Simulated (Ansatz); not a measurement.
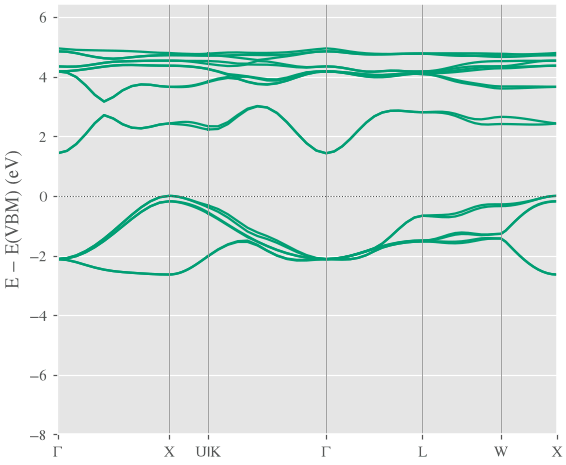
Figure. Band structure from DFT-r²SCAN with spin–orbit coupling in the program Ansatz with PAW potentials

Task: Read off the gap and where the band edges lie.

Result: About 1.4 eV (1.43 eV by a search for the band edges); maximum at X, minimum at Γ.

The material is LaN (zinc blende, F-43m).

The start of the workflow was typed in or built on a structure type; neither database checked (COD, Materials Project) lists it. COD files the formula under space group No. 225. Its standing as an ambient phase is unchecked. The r²SCAN relaxation kept the symmetry of its start; its stability against distortions is not shown here.

Potentials: the earlier of the program's two PAW sets.
